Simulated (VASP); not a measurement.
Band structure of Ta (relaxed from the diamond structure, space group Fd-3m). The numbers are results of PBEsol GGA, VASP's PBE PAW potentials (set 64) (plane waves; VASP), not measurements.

Unless said otherwise, spin-orbit coupling is left out, though it shifts the bands of the heavy elements here.

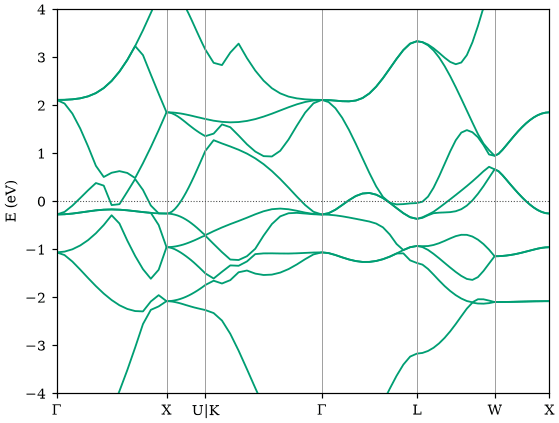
Figure. Bands along high-symmetry lines, zero at the valence-band maximum or, without a gap, the Fermi level

### Question
Read the plot: is there a gap, and where are the band edges?

### Answer
It has no gap at this level: it comes out as a metal or semimetal. (Edges off the drawn lines would not show.)

The structure was generated: Ta was put into the diamond type (Fd-3m), which need not be its known phase. It was relaxed first, which changed the volume by +6 %.
